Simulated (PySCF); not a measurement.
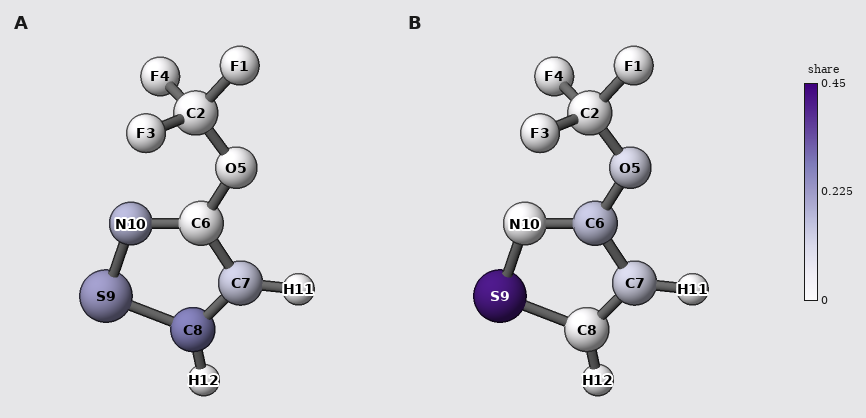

Each panel colours the atoms by their Löwdin share in one orbital (up to four of the largest shares; other atoms are shown as zero). The geometry was computed by an optimisation with GFN2-xTB. No frequency run is at hand to confirm it as a minimum. Method: CAM-B3LYP/def2-SVPD (PySCF 2.14.0).

### The panels show the HOMO, LUMO, in some order. Which is which?

A: LUMO, −0.33 eV; C8 0.27, S9 0.22, N10 0.18, C7 0.13
B: HOMO, −9.07 eV; S9 0.41, C6 0.15, C7 0.12, O5 0.11
